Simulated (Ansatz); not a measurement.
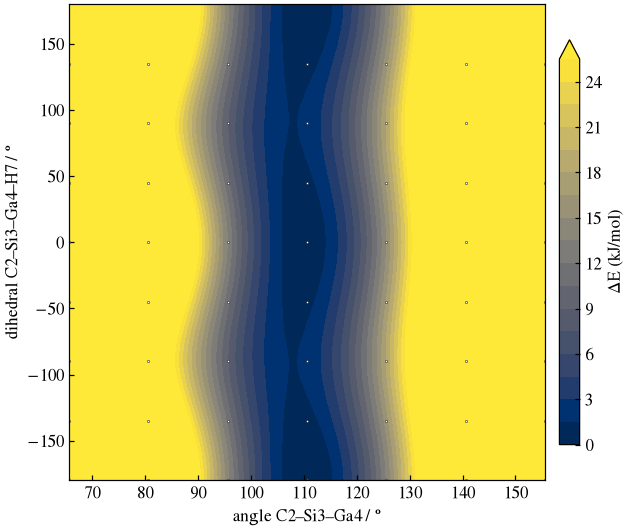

CH₄GaNSi, SMILES N#C[SiH2][GaH2]. 
- First axis: angle C2–Si3–Ga4. Second axis: dihedral C2–Si3–Ga4–H7.
- Nothing is relaxed (all other coordinates rigid).
- The scan uses a 7 × 8 grid.
- Points are written as (first, second).
- Energies: kJ/mol, counted from the relaxed molecule at the same level.
- All numbers below come from RKS PBE0-D4/def2-TZVP (Ansatz).

The picture shows filled contours, dots at the grid points, one colour for all values above the top of the scale. Between grid points the surface is interpolated.

Where is the minimum, and how stiff is the well along each coordinate?

Answer. The interpolated minimum is at angle C2–Si3–Ga4 ≈ 110.6°, dihedral C2–Si3–Ga4–H7 ≈ −180°. The curvatures there are about 4.2 eV/rad² and 0.044 eV/rad², with a cross term of about 0 eV/rad². Round the minimum the two coordinates are nearly uncoupled. (1 eV is 96.5 kJ/mol.)
